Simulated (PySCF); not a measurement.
# HfN2: singlet, from a side-on start

Where does singlet HfN2 go from a side-on start, is the end point a minimum, and what are its modes, charges and moments?

Program: PySCF 2.14.0. Level of theory: PBE0, basis Hf def2-TZVP with ECP60, N def2-TZVP, scalar-relativistic core potentials, no spin–orbit coupling, density fitting. These are calculated values, not measurements.

### 1 Starting geometry

3 atoms, charge 0, spin multiplicity 1.

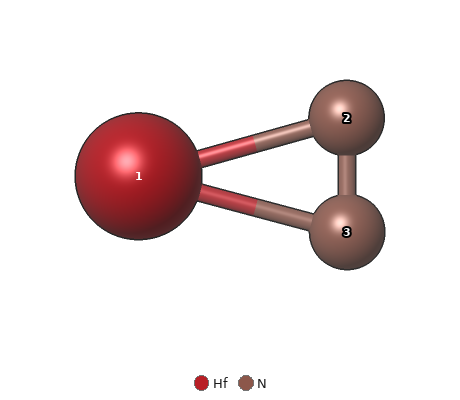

Start geometry, drawn with hafnium red, nitrogen brown; atoms are numbered from 1 in the order of the file.

```xyz
3
charge 0 multiplicity 1
Hf    0.0000    0.0000    0.0000
N     0.6000    0.0000    2.1940
N    -0.6000    0.0000    2.1940
```

### 2 The SCF at the typed geometry

The steps below are one call of a driver around PySCF. For each, scf.py gives the equivalent set-up of the SCF; relaxations use the driver's own optimiser. After this first run the driver tries any further starts and a stability analysis.

File scf.py:

```python
from pyscf import gto, scf, dft
mol = gto.M(atom='''
Hf     0.000000     0.000000     0.000000
N      0.600000     0.000000     2.194040
N     -0.600000     0.000000     2.194040''',
    basis={'Hf': 'def2-TZVP', 'N': 'def2-TZVP'},
    ecp={'Hf': 'def2-TZVP'},
    charge=0, spin=0)
mf = dft.RKS(mol, xc='PBE0')
mf.grids.atom_grid = (50, 194)
aux = {'Hf': 'def2-universal-JKFIT', 'N': 'def2-universal-JKFIT'}
mf = mf.density_fit(auxbasis=aux)
mf.conv_tol = 1e-08
mf.diis_space = 10
mf.max_cycle = 60
mf.init_guess = 'minao'
mf.verbose = 4
mf.kernel()
```

On the command line:

```sh
> OMP_NUM_THREADS=2 python axn.py task.json out
```

What it wrote:

```text
init E= -139.429368992601
  HOMO = -0.313385665896263  LUMO = -0.283867906349864  gap/eV = 0.80322
cycle= 1 E= -157.257988405917  delta_E= -17.8  |g|= 0.419  |ddm|= 5.68
  HOMO = -0.140308422523891  LUMO = -0.0434952981938341  gap/eV = 2.63442
cycle= 2 E= -157.220230186335  delta_E= 0.0378  |g|= 0.509  |ddm|= 1.76
  HOMO = -0.168756420164435  LUMO = -0.0957626254562751  gap/eV = 1.98626
cycle= 3 E= -157.278338198335  delta_E= -0.0581  |g|= 0.282  |ddm|= 0.874
  HOMO = -0.190351223093261  LUMO = -0.100050004544026  gap/eV = 2.45722
cycle= 4 E= -157.302349402954  delta_E= -0.024  |g|= 0.038  |ddm|= 0.269
  HOMO = -0.190573055048647  LUMO = -0.0982911138650228  gap/eV = 2.51112
cycle= 5 E= -157.3027438086  delta_E= -0.000394  |g|= 0.00897  |ddm|= 0.0616
  HOMO = -0.190351655141956  LUMO = -0.0973225869706768  gap/eV = 2.53145
cycle= 6 E= -157.302775201788  delta_E= -3.14e-05  |g|= 0.00183  |ddm|= 0.0181
  HOMO = -0.190869967682977  LUMO = -0.097691125776219  gap/eV = 2.53553
cycle= 7 E= -157.302779632326  delta_E= -4.43e-06  |g|= 0.000762  |ddm|= 0.00783
  HOMO = -0.190963107747892  LUMO = -0.0976719611817993  gap/eV = 2.53858
cycle= 8 E= -157.302780388113  delta_E= -7.56e-07  |g|= 0.000152  |ddm|= 0.004
  HOMO = -0.190988165158339  LUMO = -0.0976822747905863  gap/eV = 2.53898
cycle= 9 E= -157.302780422516  delta_E= -3.44e-08  |g|= 3.77e-05  |ddm|= 0.00106
  HOMO = -0.190986143309367  LUMO = -0.0976837445408395  gap/eV = 2.53889
cycle= 10 E= -157.302780423085  delta_E= -5.69e-10  |g|= 5.66e-06  |ddm|= 8.63e-05
  HOMO = -0.190986825632454  LUMO = -0.0976849507976066  gap/eV = 2.53887
Extra cycle  E= -157.302780423086  delta_E= -1.73e-12  |g|= 7.36e-06  |ddm|= 2.21e-05
converged SCF energy = -157.302780423086
```

This step, with its further starts and checks, needed 6.7 s of wall time on 2 threads of Arm Neoverse V1, shared host.

The starts that the driver tried:

```
                      start  energy (Eh)
    the minimal-basis guess  -157.302780
a thermally smeared density  -157.302780
      a smeared PBE density  -157.302780
```

The test of internal stability and the other starts found no lower closed-shell solution.

### 3 Relaxation: side-on start, singlet

The program finds C2v symmetry in the start, which this walk keeps. Threshold on the gradient: 0.0003 Eh/bohr, with a further test on the energy change.

scf.py, as its differences from that of step 2:

```diff
@@ -3,3 +3,3 @@
-Hf     0.000000     0.000000     0.000000
-N      0.600000     0.000000     2.194040
-N     -0.600000     0.000000     2.194040''',
+Hf     0.000000     0.000000    -0.295484
+N      0.600000     0.000000     1.898556
+N     -0.600000     0.000000     1.898556''',
@@ -16 +15,0 @@
-mf.init_guess = 'minao'
```

Energy and gradient, step by step:

```csv
step,energy (Eh),change (kJ/mol),largest symmetric gradient (Eh/bohr)
0,-157.302780,0.00,0.04868
1,-157.308243,-14.34,0.03090
2,-157.313097,-27.08,0.03091
3,-157.313732,-28.75,0.00478
4,-157.313752,-28.81,0.00117
5,-157.313755,-28.81,0.00002
```

The walk took 11 s.

Geometry (Å) and forces (eV/Å) at some steps:

```
step 0
Hf   0.000   0.000  -0.295   0.000   0.000   2.503
N    0.600   0.000   1.899  -1.940   0.000  -1.252
N   -0.600   0.000   1.899   1.940   0.000  -1.252
step 1
Hf   0.000   0.000  -0.251   0.000   0.000   1.589
N    0.584   0.000   1.876   1.490   0.000  -0.795
N   -0.584   0.000   1.876  -1.490   0.000  -0.795
step 3
Hf   0.000   0.000  -0.159   0.000   0.000  -0.134
N    0.602   0.000   1.830   0.246   0.000   0.067
N   -0.602   0.000   1.830  -0.246   0.000   0.067
step 5
Hf   0.000   0.000  -0.162   0.000   0.000   0.001
N    0.603   0.000   1.832   0.000   0.000   0.000
N   -0.603   0.000   1.832   0.000   0.000   0.000
```

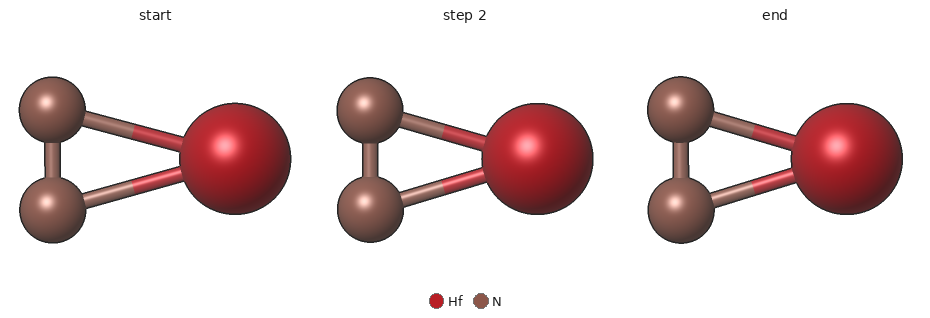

The geometry along the walk, at one scale.

End point (C2v, 5 steps, 28.8 kJ/mol gained): Hf–N 2.083 Å (×2), N–N 1.206 Å; Hf–N–N 73.2° (×2), N–Hf–N 33.7°.

### 4 Is it a minimum? Harmonic modes

On the finer grid the gradient is checked again; gradients at displacements of ±0.02 bohr then give force constants and infrared intensities.

scf.py, as its differences from that of step 3:

```diff
@@ -3,3 +3,3 @@
-Hf     0.000000     0.000000    -0.295484
-N      0.600000     0.000000     1.898556
-N     -0.600000     0.000000     1.898556''',
+Hf     0.000000     0.000000    -0.268465
+N      0.602901     0.000000     1.724955
+N     -0.602901     0.000000     1.724955''',
@@ -10 +10 @@
-mf.grids.atom_grid = (50, 194)
+mf.grids.atom_grid = (75, 302)
@@ -13 +13 @@
-mf.conv_tol = 1e-08
+mf.conv_tol = 1e-10
```

This SCF starts from the last density.

Log of the central SCF (cycles and frontier levels):

```text
init E= -157.313790546262
  HOMO = -0.201710769841943  LUMO = -0.103078449653754  gap/eV = 2.68392
cycle= 1 E= -157.313790545999  delta_E= 2.63e-10  |g|= 3.37e-05  |ddm|= 4.9e-05
  HOMO = -0.201705680285798  LUMO = -0.103074990210974  gap/eV = 2.68388
cycle= 2 E= -157.313790544492  delta_E= 1.51e-09  |g|= 8.02e-05  |ddm|= 0.000107
  HOMO = -0.201708970722355  LUMO = -0.103076860145316  gap/eV = 2.68392
cycle= 3 E= -157.313790546323  delta_E= -1.83e-09  |g|= 2.1e-06  |ddm|= 7.39e-05
  HOMO = -0.201709105015317  LUMO = -0.103077131712865  gap/eV = 2.68391
cycle= 4 E= -157.313790546324  delta_E= -7.96e-13  |g|= 5.76e-08  |ddm|= 2.53e-06
  HOMO = -0.201709108795981  LUMO = -0.103077130678434  gap/eV = 2.68391
Extra cycle  E= -157.313790546324  delta_E= -5.68e-14  |g|= 5.12e-08  |ddm|= 1.07e-07
converged SCF energy = -157.313790546324
```

The whole step took 22 s.

Geometry: C2v; Hf–N 2.083 Å (×2), N–N 1.206 Å; Hf–N–N 73.2° (×2), N–Hf–N 33.7°.

Modes, for the most abundant isotopes:

```
symmetry  ω (cm⁻¹)  IR (km/mol)  μ (u)
      a1       470          0.0  15.97
      b2       632         11.5  14.17
      a1      1680          193  14.02
```

All wavenumbers are real: a minimum.

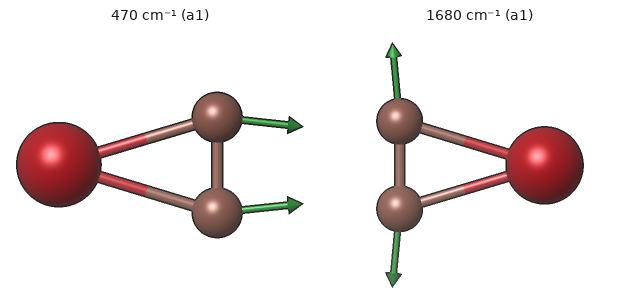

How the atoms move in 2 of the modes.

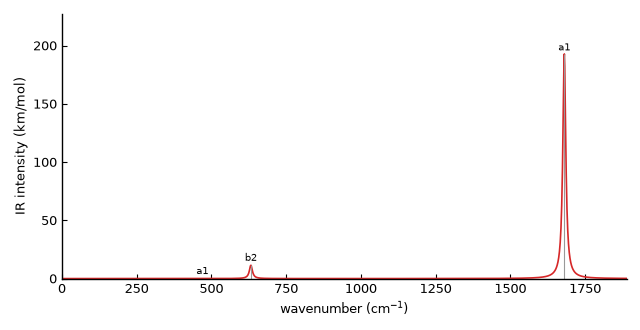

The harmonic infrared spectrum (widths in cm⁻¹). Lines are broadened to a width of 12 cm⁻¹ (Lorentzian).

Constants and moments:

| Item | Value |
| --- | --- |
| Dipole moment | 2.86 D |
| Highest occupied level | -5.49 eV |
| Lowest empty level | -2.80 eV |
| Rotational constants | 1.656, 0.1751, 0.1583 cm⁻¹ |
| Zero-point energy | 16.6 kJ/mol |
| Principal polarisabilities | 83.8, 91.3, 99.9 bohr³ |
| Atomisation energy without zero-point energy | 1007 kJ/mol |
| Principal traceless quadrupole moments about the centre of mass | -4.62, 2.30, 2.33 D Å |
| Entropy at 298.15 K and 1 bar | 271.0 J/(mol K) |
| Heat capacity Cp at 298.15 K | 43.0 J/(mol K) |
| Enthalpy at 298.15 K above 0 K | 10.95 kJ/mol |
| Rotational symmetry number | 2 |

Charges (e) and bond orders:

```tsv
atom	Mulliken	Löwdin	polar tensor	Mayer order to Hf1
Hf1	0.39	0.28	0.31	–
N2,3	-0.20	-0.14	-0.16	1.03
```

Mulliken populations on Hf1 (outside its core potential): s 3.64, p 6.24, d 1.68, f 0.05.

### 5 The broken-symmetry singlet

A stability analysis found the closed shell of the lowest minimum unstable towards spin polarisation, so the unrestricted solution is followed.

The program finds C2v symmetry in the start, which may break. The walk stops when the largest gradient is under 0.0003 Eh/bohr and the energy has settled too.

scf.py, as its differences from that of step 4:

```diff
@@ -9,2 +9,2 @@
-mf = dft.RKS(mol, xc='PBE0')
-mf.grids.atom_grid = (75, 302)
+mf = dft.UKS(mol, xc='PBE0')
+mf.grids.atom_grid = (50, 194)
@@ -13 +13 @@
-mf.conv_tol = 1e-10
+mf.conv_tol = 1e-08
```

The optimiser's trace:

```
step  energy (Eh)  change (kJ/mol)  largest gradient (Eh/bohr)
   0  -157.313908             0.00                     0.00235
   1  -157.313919            -0.03                     0.00147
   2  -157.313924            -0.04                     0.00057
   3  -157.313924            -0.04                     0.00007
```

The walk took 10 s.

Positions (Å) and forces (eV/Å) along the way:

```
step 0
Hf   0.000   0.000  -0.268   0.000   0.000  -0.085
N    0.603   0.000   1.725  -0.121   0.000   0.042
N   -0.603   0.000   1.725   0.120   0.000   0.043
step 1
Hf   0.000   0.000  -0.270   0.001   0.000  -0.076
N    0.602   0.000   1.726   0.033   0.000   0.037
N   -0.602   0.000   1.726  -0.034   0.000   0.039
step 2
Hf   0.000   0.000  -0.272  -0.001   0.000  -0.029
N    0.601   0.000   1.726   0.018   0.000   0.016
N   -0.601   0.000   1.727  -0.018   0.000   0.014
step 3
Hf   0.000   0.000  -0.273   0.000   0.000   0.002
N    0.601   0.000   1.727   0.003   0.000  -0.001
N   -0.601   0.000   1.727  -0.003   0.000  -0.001
```

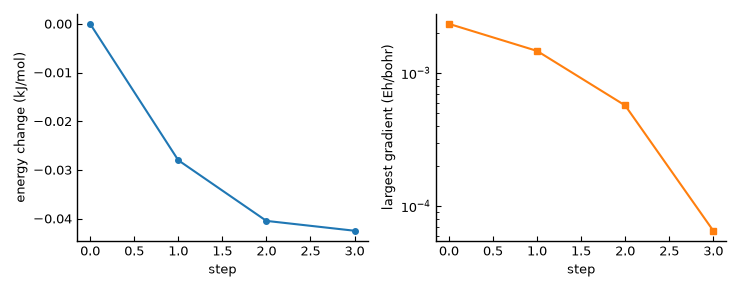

How energy and gradient fall.

End point (C2v, 3 steps, 0.0 kJ/mol gained): Hf–N 2.088 Å (×2), N–N 1.203 Å; Hf–N–N 73.3° (×2), N–Hf–N 33.5°.

### 6 Frequencies

As before: finer grid, then central differences.

scf.py, as its differences from that of step 5:

```diff
@@ -3,3 +3,3 @@
-Hf     0.000000     0.000000    -0.268465
-N      0.602901     0.000000     1.724955
-N     -0.602901     0.000000     1.724955''',
+Hf     0.000001    -0.000000    -0.269309
+N      0.601397    -0.000000     1.730377
+N     -0.601407     0.000000     1.730373''',
@@ -10 +10 @@
-mf.grids.atom_grid = (50, 194)
+mf.grids.atom_grid = (75, 302)
@@ -13 +13 @@
-mf.conv_tol = 1e-08
+mf.conv_tol = 1e-10
```

SCF at the final geometry:

```text
init E= -157.313958538465
[... the frontier-level lines of each cycle are left out ...]
cycle= 1 E= -157.31395853866  delta_E= -1.95e-10  |g|= 4.31e-06  |ddm|= 3.1e-05
cycle= 2 E= -157.313958538868  delta_E= -2.08e-10  |g|= 5.48e-06  |ddm|= 3.26e-05
cycle= 3 E= -157.313958538941  delta_E= -7.28e-11  |g|= 4.24e-06  |ddm|= 1.01e-05
Extra cycle  E= -157.313958539184  delta_E= -2.44e-10  |g|= 4.48e-06  |ddm|= 3.44e-05
converged SCF energy = -157.313958539184  <S^2> = 0.19949006  2S+1 = 1.3408804
```

The whole step needed 51 s of wall time on 2 threads of Arm Neoverse V1, shared host.

Geometry: C2v; Hf–N 2.088 Å (×2), N–N 1.203 Å; Hf–N–N 73.3° (×2), N–Hf–N 33.5°.

Harmonic modes (main isotopes):

```
ω (cm⁻¹)  IR (km/mol)
     437          6.4
     626          8.8
    1668          330
```

Every mode is real; the point is a minimum.

Here the density breaks the symmetry of the frame, and no labels are given.

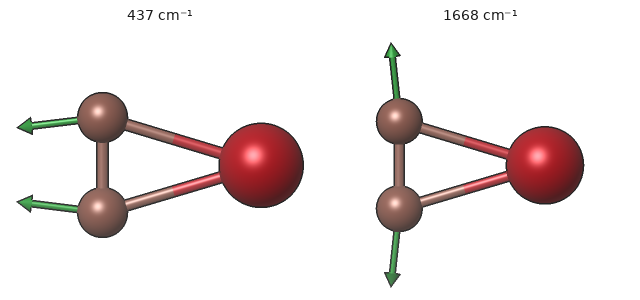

Displacements of 2 of the modes, as arrows (one member where a mode is degenerate).

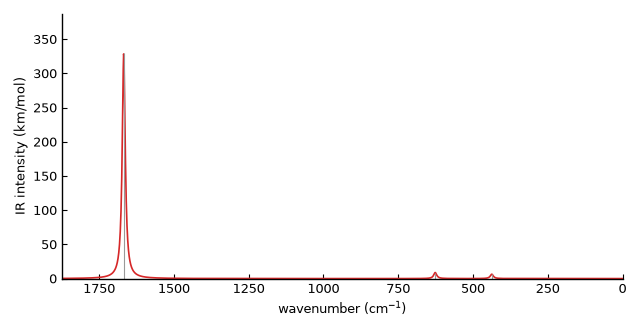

The harmonic infrared spectrum (widths in cm⁻¹). Lines are broadened to a width of 12 cm⁻¹ (Lorentzian).

Constants and moments:

```yaml
Dipole_moment: 2.74 D
Highest_occupied_level: -5.48 eV
Lowest_empty_level: -2.74 eV
Rotational_constants: 1.664, 0.174, 0.1575 cm⁻¹
Zero-point_energy: 16.3 kJ/mol
Principal_polarisabilities: 83.6, 91.5, 105.6 bohr³
Atomisation_energy_without_zero-point_energy: 1008 kJ/mol
Principal_traceless_quadrupole_moments_about_the_centre_of_mass: -4.32, 2.15, 2.17 D Å
Entropy_at_298.15_K_and_1_bar: 271.5 J/(mol K)
Heat_capacity_Cp_at_298.15_K: 43.3 J/(mol K)
Enthalpy_at_298.15_K_above_0_K: 11.03 kJ/mol
Rotational_symmetry_number: 2
Spin_squared_⟨S²⟩: 0.199
```

Populations by atom (charges in e):

```csv
atom,Mulliken,Löwdin,polar tensor,spin (Mulliken),Mayer order to Hf1
Hf1,0.39,0.27,0.21,0.00,–
"N2,3",-0.19,-0.13,-0.10,0.00,1.02
```

Outer orbital energies (eV). α occupied: -37.06, -28.92, -15.86, -12.46, -11.93, -10.99, -5.64, -5.48; empty: -2.74, -2.20, -1.82, -1.50. β occupied: -37.06, -28.92, -15.86, -12.46, -11.94, -10.99, -5.64, -5.49; empty: -2.74, -2.20, -1.82, -1.50.

Mulliken populations on Hf1 (outside its core potential): s 3.63, p 6.24, d 1.69, f 0.05.

### 7 All stationary points

| spin | group | bonds | imaginary modes (cm⁻¹) | ΔE (kJ/mol) | with zero-point energy |
| --- | --- | --- | --- | --- | --- |
| broken-symmetry (Ms = 0) | C2v (density of lower symmetry) | Hf–N 2.088 Å (×2), N–N 1.203 Å | none | 0.0 | 0.0 |
| singlet | C2v | Hf–N 2.083 Å (×2), N–N 1.206 Å | none | 0.4 | 0.7 |

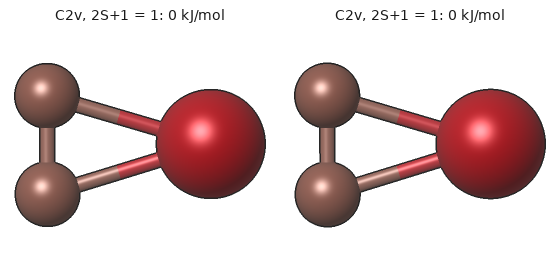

The points, lowest first (hafnium red, nitrogen brown).

### 8 Results

| quantity | value |
| --- | --- |
| minimum | broken-symmetry (Ms = 0), C2v |
| geometry | Hf–N 2.088 Å (×2), N–N 1.203 Å; Hf–N–N 73.3° (×2), N–Hf–N 33.5° |
| wavenumbers (cm⁻¹) | 437, 626, 1668 |
| dipole moment | 2.74 D |
| highest occupied, lowest empty level (either spin) | -5.48, -2.74 eV |
| polar-tensor charge of Hf1 | +0.21 e |
| zero-point energy | 16.3 kJ/mol |
| entropy at 298.15 K | 271.5 J/(mol K) |
| atomisation energy (no zero-point energy) | 1008 kJ/mol |
| ⟨S²⟩ | 0.199 |

In words: The side-on start keeps its C2v symmetry and ends in a minimum. The strongest infrared band lies at 1668 cm⁻¹. Other starts or spin states, not run here, may lie lower. The SCF density has lower symmetry than the nuclear frame. Spin–orbit coupling, left out here, can matter for elements this heavy.

The search up to here took 1.8 min.
